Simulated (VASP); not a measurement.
Band structure of Al3Cu (ordered alloy cell). Level of theory: PBEsol GGA, VASP's PBE PAW potentials (set 64) (plane waves; VASP).

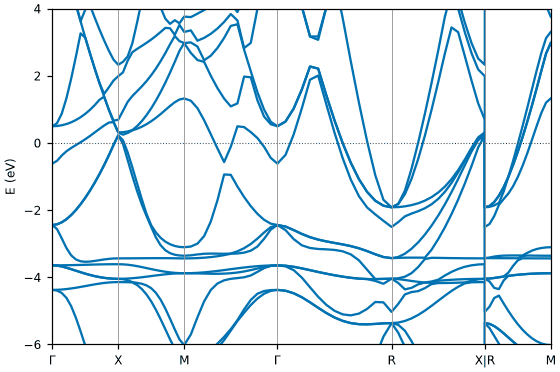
Figure. Bands along high-symmetry lines, zero at the valence-band maximum or, without a gap, the Fermi level

**Question.** Read the plot: is there a gap, and where are the band edges?

**Answer.** It has no gap at this level: it comes out as a metal or semimetal. (Edges off the drawn lines would not show.)

The structure was generated: Al3Cu was put into an ordered model structure (Pm-3m), which need not be its known phase. It was relaxed first.
